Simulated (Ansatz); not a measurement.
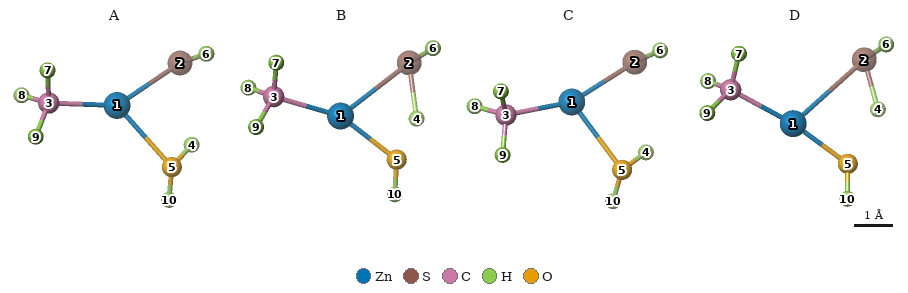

4 geometries from a converged minimum-energy path of CH₆OSZn, shuffled. Style: ball-and-stick. Shown at a tilt.

The calculation used Ansatz, RKS B3LYP-D4/def2-SVP. Run with 5 movable images; climbing image; force threshold 0.03 eV/Å; iteration limit 60; starting path through a guess of the saddle point.

### One of them is the converged climbing image. Which?

B. In order along the path, whose images run from 0 to 6: C (image 0, 0.0 kJ/mol), A (image 2, +7.3 kJ/mol), B (image 4, +71.4 kJ/mol), D (image 6, +62.7 kJ/mol). A hydrogen atom shifts from one atom to another. Breaking: H4–O5 (0.98 → 1.40 at the top → 1.87 Å). Forming: S2–H4 (2.47 → 1.52 at the top → 1.37 Å).

Cost: 2.1 min on 2 threads of Intel(R) Xeon(R) 6975P-C (Granite Rapids), with other jobs on the host, peak memory 0.28 GiB.
